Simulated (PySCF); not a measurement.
# C4H7ClSSi2: electronic excitations

Aim: predict the electronic excitations of C4H7ClSSi2 (`C#C/C([SiH3])=C/S[SiH2]Cl`).

The runs use PySCF 2.14.0, with density-fitted response routines of our own; the level of theory stands in each step. All values are computed, except where a source is named. Atoms are numbered from 0 throughout.

## (1) The molecule as given

15 atoms, charge 0, multiplicity 1; geometry from: GFN2-xTB.

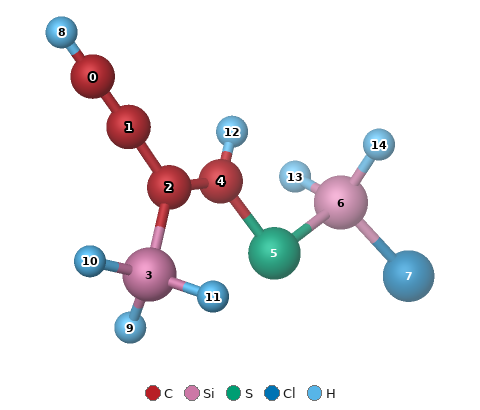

The starting geometry (carbon red, silicon pink, sulfur teal, chlorine blue, hydrogen blue), atoms numbered.

## (2) Ultraviolet spectrum: CAM-B3LYP/def2-SVPD

Job settings and geometry (Å):

```
{"job": {"kind": "uv", "xc": "CAM-B3LYP", "basis": "def2-SVPD", "nstates": 8, "ntriplets": 3}, "charge": 0, "multiplicity": 1}
C     -3.151759     1.379450    -0.376952
C     -2.176639     0.687301    -0.252340
C     -1.063385    -0.159674    -0.096888
Si    -1.357657    -1.998355     0.255355
C      0.165619     0.360175    -0.202115
S      1.616415    -0.609580    -0.022663
Si     3.125538     0.898019    -0.331792
Cl     4.901492     0.001399    -0.149851
H     -4.000211     1.986561    -0.485364
H     -0.738540    -2.780718    -0.815011
H     -2.806445    -2.202772     0.281396
H     -0.761802    -2.324853     1.551072
H      0.337565     1.408244    -0.404352
H      2.951760     1.439625    -1.672154
H      2.953634     1.923167     0.688437
```

Method: TDDFT CAM-B3LYP/def2-SVPD, vertical, gas phase, core orbitals frozen in the response.

Launch:

```sh
$ OMP_NUM_THREADS=1 python probes_run.py task.json out
```

This one command runs all jobs of the session in turn.

Standard output:

```text
coarse grid: 15184 points
cycle   1  E = -1593.1224534203  dE =  1.010e+00  |g| = 4.228e-01  |ddm| = 1.417e+01
cycle   2  E = -1593.1394231934  dE = -1.697e-02  |g| = 3.800e-01  |ddm| = 2.648e+00
cycle   3  E = -1593.1796561648  dE = -4.023e-02  |g| = 7.767e-02  |ddm| = 1.377e+00
cycle   4  E = -1593.1810551161  dE = -1.399e-03  |g| = 3.734e-02  |ddm| = 2.667e-01
cycle   5  E = -1593.1814261916  dE = -3.711e-04  |g| = 6.629e-03  |ddm| = 1.813e-01
cycle   6  E = -1593.1814374870  dE = -1.130e-05  |g| = 3.533e-03  |ddm| = 2.324e-02
cycle   7  E = -1593.1814408561  dE = -3.369e-06  |g| = 1.269e-03  |ddm| = 8.109e-03
final grid: 129784 points
cycle   8  E = -1593.3708883246  dE = -1.810e-05  |g| = 2.466e-03  |ddm| = 1.086e-01
cycle   9  E = -1593.3708876969  dE =  6.278e-07  |g| = 3.045e-03  |ddm| = 1.387e-02
cycle  10  E = -1593.3708898337  dE = -2.137e-06  |g| = 5.049e-04  |ddm| = 6.720e-03
cycle  11  E = -1593.3708898974  dE = -6.376e-08  |g| = 1.549e-04  |ddm| = 1.108e-03
cycle  12  E = -1593.3708899040  dE = -6.570e-09  |g| = 6.559e-05  |ddm| = 4.816e-04
cycle  13  E = -1593.3708899053  dE = -1.236e-09  |g| = 1.409e-05  |ddm| = 2.160e-04
cycle  14  E = -1593.3708899053  dE = -9.459e-11  |g| = 7.967e-06  |ddm| = 4.919e-05
converged SCF energy = -1593.3708899053

Static polarisability (au): isotropic 141.896, principal 92.385 126.239 207.063

Singlet excitations
state   eV       nm        f      main configurations
  1   4.7891    258.9   0.46926   H->L 0.95
  2   5.0230    246.8   0.00038   H->L+1 0.78
  3   5.1905    238.9   0.00031   H-1->L 0.91
  4   5.8915    210.4   0.00854   H->L+2 0.77
  5   5.9944    206.8   0.00033   H->L+4 0.46, H->L+3 0.09, H->L+10 0.08
  6   6.1140    202.8   0.00338   H->L+3 0.78
  7   6.3903    194.0   0.01290   H-2->L 0.71
  8   6.6206    187.3   0.00023   H->L+5 0.35, H-3->L 0.10, H->L+6 0.10

Triplet excitations (Tamm-Dancoff, eV): 2.9892 4.7767 4.9215
```

Run time: 1.9 min. Hardware: 1 thread of Arm Neoverse N1, shared host; peak memory 1.1 GiB.

The orbitals next to the gap, with their largest atomic shares:

```tsv
orbital	eV	atoms
HOMO−3	-10.42	S5 48 %, Si6 13 %, Cl7 11 %
HOMO−2	-9.95	S5 31 %, C1 19 %, C0 18 %
HOMO−1	-9.24	C0 38 %, C1 35 %, C2 10 %
HOMO	-7.72	S5 30 %, C2 16 %, C0 16 %
LUMO	-0.32	C4 28 %, C2 21 %, C0 12 %
LUMO+1	0.32	Si6 29 %, S5 22 %, Cl7 16 %
LUMO+2	0.89	Si6 26 %, Cl7 22 %, S5 20 %
```

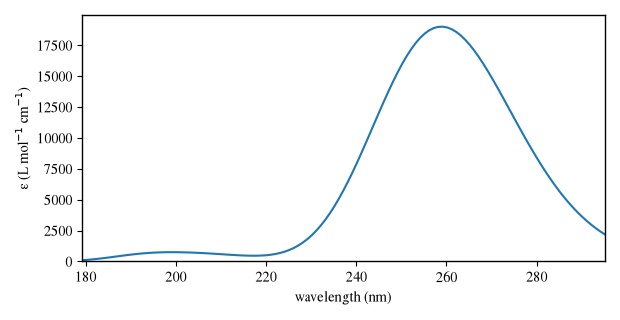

Absorption spectrum: each of the 8 states is a Gaussian band of 0.4 eV half-width at 1/e. Beyond the last state computed it falls off for lack of states.

Ground-state properties from the same run:

```tsv
property	computed
dipole moment (D)	1.45
polarisability (Å³)	21.03
HOMO–LUMO gap (eV)	7.40
−ε(HOMO) (eV)	7.72
```

## (3) Results

| quantity | value |
| --- | --- |
| lowest singlet (CAM-B3LYP/def2-SVPD) | 4.79 eV (259 nm), f = 0.469 |
| lowest triplet | 2.99 eV |

The first singlet state (HOMO→LUMO 0.95) lies at 4.79 eV and is bright. The lowest triplet lies 1.80 eV below the lowest singlet (triplets in Tamm-Dancoff, singlets in full TDDFT).
